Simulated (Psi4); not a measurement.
# USCS-OMP2/3-21G run of AlNH3S (SMILES [NH2][Al][SH])

What is the energy change on altering one bond length of AlNH3S at USCS-OMP2/3-21G? 

The results are computed with Psi4 1.11.

5 further runs of the same task are left out: 5 set aside as unsound or not needed.

### Step 1. The system as given

AlNH3S: 6 atoms, total charge 0, spin state doublet. As SMILES, `[NH2][Al][SH]`. Geometry: relaxed at PBE0-D4/def2-TZVP. This is one conformer, not always the lowest.

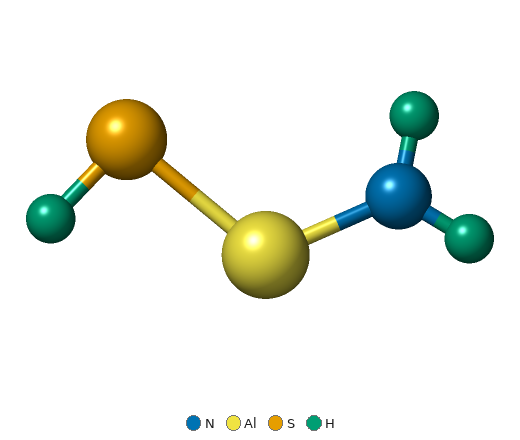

Viewed from a chosen angle; nitrogen blue, aluminium yellow, sulfur amber, hydrogen teal.

### Step 2. The energy at USCS-OMP2/3-21G

alh3ns.dat reads:

```
memory 1600 MB

molecule geom {
  0 2
  N
  Al 1 r2
  S 2 r3 1 a3
  H 1 r4 2 a4 3 d4
  H 1 r5 4 a5 2 d5
  H 3 r6 2 a6 1 d6

  r2 = 1.770351
  r3 = 2.208091
  a3 = 115.80184
  r4 = 1.00867
  a4 = 125.06116
  d4 = 0.00204
  r5 = 1.006767
  a5 = 110.42426
  d5 = 179.98796
  r6 = 1.342675
  a6 = 93.3814
  d6 = -179.98624
  symmetry c1
}

set globals {
  basis     3-21G
  reference uhf
  scf_type  direct
  mp2_type  conv
}

result = energy('scs-omp2')
```

Command:

```console
$ psi4 -i alh3ns.dat -o alh3ns.out -n 1
```

alh3ns.out:

```text
[...]
  Running in c1 symmetry.
[...]
  Nuclear repulsion =  122.153679483357877
[...]
  Multiplicity = 2
[...]
  Nalpha       = 20
  Nbeta        = 19
[...]
    Number of basis functions: 41
[...]
   @DF-UHF iter   1:  -691.98472551607699   -6.58051e-01   1.09715e-02 DIIS/ADIIS
[...]
   @UHF iter  19:  -692.09489490450073   -4.54747e-13   5.52077e-09 DIIS
[...]
   @S^2 Observed:                7.543471116E-01
[...]
    Orbital Energies [Eh]
    ---------------------
    Alpha Occupied:
       1A    -91.288328     2A    -58.086978     3A    -15.449159
       4A     -8.889288     5A     -6.564642     6A     -6.563414
       7A     -6.559134     8A     -4.895983     9A     -3.200988
      10A     -3.196025    11A     -3.195996    12A     -1.105062
      13A     -0.961484    14A     -0.639101    15A     -0.604562
      16A     -0.521415    17A     -0.456110    18A     -0.405684
      19A     -0.366423    20A     -0.308788
    Alpha Virtual:
      21A      0.074091    22A      0.126529    23A      0.162221
      24A      0.203526    25A      0.295752    26A      0.336626
[...]
  @UHF Final Energy:  -692.09489490450073
   => Energetics <=
    Nuclear Repulsion Energy =            122.1536794833578767
    One-Electron Energy =               -1202.4078147993525363
    Two-Electron Energy =                 388.1592404114940109
    Total Energy =                       -692.0948949045007339
  UHF NO Occupations:
  HONO-2 :   18  A 1.9991720
  HONO-1 :   19  A 1.9987276
[...]
 Multipole Moments:
 ------------------------------------------------------------------------------------
     Multipole            Electronic (a.u.)      Nuclear  (a.u.)        Total (a.u.)
 ------------------------------------------------------------------------------------
 L = 1.  Multiply by 2.5417464519 to convert [e a0] to [Debye]
 Dipole X            :          0.0001418           -0.0001126            0.0000291
 Dipole Y            :          1.0125484            0.2013848            1.2139332
 Dipole Z            :          1.9972713           -2.3883634           -0.3910921
 Magnitude           :                                                    1.2753771
[...]
	SCS-MP2 Total Energy (a.u.)        :  -692.29314480771120
	SOS-MP2 Total Energy (a.u.)        :  -692.29354672758166
[...]
	MP2 Total Energy (a.u.)            :  -692.29710975036335
[...]
	SCS-OMP2 Total Energy (a.u.)       :  -692.29735389534108
	SOS-OMP2 Total Energy (a.u.)       :  -692.28148243239627
[...]
	OMP2 Total Energy (a.u.)           :  -692.29710975026728
[...]
```

Wall time 6.9 s (1 thread of Intel Xeon Platinum 8488C (Sapphire Rapids), shared host); peak memory 0.19 GiB.

### Step 3. The distorted shape, same level

calc.in reads:

```
memory 1600 mb

molecule {
  0 2
  N
  Al 1 R2
  S 2 R3 1 A3
  H 1 R4 2 A4 3 D4
  H 1 R5 4 A5 2 D5
  H 3 R6 2 A6 1 D6

  R2 = 1.770351
  R3 = 2.208091
  A3 = 115.80184
  R4 = 1.00867
  A4 = 125.06116
  D4 = 0.00204
  R5 = 1.208099
  A5 = 110.42425
  D5 = 179.98797
  R6 = 1.342675
  A6 = 93.3814
  D6 = -179.98624
  symmetry c1
}

set basis 3-21G
set reference uhf
set scf_type direct
set mp2_type conv

e, wfn = energy('scs-omp2', return_wfn=True)
print_variables()
```

Command:

```console
$ psi4 -n 1 calc.in calc.out
```

calc.out:

```text
[...]
  Running in c1 symmetry.
[...]
  Nuclear repulsion =  121.250496808256543
[...]
  Multiplicity = 2
[...]
  Nalpha       = 20
  Nbeta        = 19
[...]
    Number of basis functions: 41
[...]
   @DF-UHF iter   1:  -691.95530672126893   -7.73119e-01   1.08917e-02 ADIIS/DIIS
[...]
   @UHF iter  20:  -692.06961667809048   -3.41061e-13   6.33951e-09 DIIS
[...]
   @S^2 Observed:                7.546086939E-01
[...]
    Orbital Energies [Eh]
    ---------------------
    Alpha Occupied:
       1A    -91.288524     2A    -58.087803     3A    -15.467587
       4A     -8.889501     5A     -6.564903     6A     -6.563620
       7A     -6.559334     8A     -4.896743     9A     -3.201740
      10A     -3.196734    11A     -3.196694    12A     -1.077879
      13A     -0.961578    14A     -0.616871    15A     -0.578567
      16A     -0.516433    17A     -0.455150    18A     -0.404286
      19A     -0.365810    20A     -0.308229
    Alpha Virtual:
      21A      0.074778    22A      0.130782    23A      0.152628
      24A      0.203352    25A      0.262809    26A      0.312592
[...]
  @UHF Final Energy:  -692.06961667809048
   => Energetics <=
    Nuclear Repulsion Energy =            121.2504968082565426
    One-Electron Energy =               -1200.6712529200576682
    Two-Electron Energy =                 387.3511394337106140
    Total Energy =                       -692.0696166780905969
  UHF NO Occupations:
  HONO-2 :   18  A 1.9991267
  HONO-1 :   19  A 1.9986466
[...]
 Multipole Moments:
 ------------------------------------------------------------------------------------
     Multipole            Electronic (a.u.)      Nuclear  (a.u.)        Total (a.u.)
 ------------------------------------------------------------------------------------
 L = 1.  Multiply by 2.5417464519 to convert [e a0] to [Debye]
 Dipole X            :          0.0001080           -0.0000713            0.0000367
 Dipole Y            :          0.8741041            0.3527057            1.2268098
 Dipole Z            :          2.0849423           -2.4924203           -0.4074779
 Magnitude           :                                                    1.2927106
[...]
	SCS-MP2 Total Energy (a.u.)        :  -692.27338333722764
	SOS-MP2 Total Energy (a.u.)        :  -692.27389217785924
[...]
	MP2 Total Energy (a.u.)            :  -692.27784252394792
[...]
	SCS-OMP2 Total Energy (a.u.)       :  -692.27825158689200
	SOS-OMP2 Total Energy (a.u.)       :  -692.26191992377903
[...]
	OMP2 Total Energy (a.u.)           :  -692.27784252386300
[...]
```

It took 6.9 s on 1 thread of Intel Xeon Platinum 8488C (Sapphire Rapids), shared host; peak memory 0.2 GiB.

### Step 4. What came out

At USCS-OMP2/3-21G:

```
                                                                   quantity          value
                                                  first shape: total energy  -692.29735 Eh
    first shape: HOMO energy (Hartree–Fock orbitals) (highest over α and β)       -8.40 eV
     first shape: LUMO energy (Hartree–Fock orbitals) (lowest over α and β)        0.64 eV
                                            first shape: correlation energy     -202.5 mEh
                             first shape: ⟨S²⟩ of the reference determinant          0.754
                                              distorted shape: total energy  -692.27825 Eh
distorted shape: HOMO energy (Hartree–Fock orbitals) (highest over α and β)       -8.39 eV
 distorted shape: LUMO energy (Hartree–Fock orbitals) (lowest over α and β)        0.66 eV
                                        distorted shape: correlation energy     -208.6 mEh
                         distorted shape: ⟨S²⟩ of the reference determinant          0.755
          energy change with the N1–H5 bond stretched from 1.007 to 1.208 Å       0.520 eV
```

In words: With the N1–H5 bond stretched from 1.007 to 1.208 Å the energy rises by 0.52 eV (12.0 kcal/mol). The first shape isn't relaxed at this level, so the change isn't measured from a minimum.
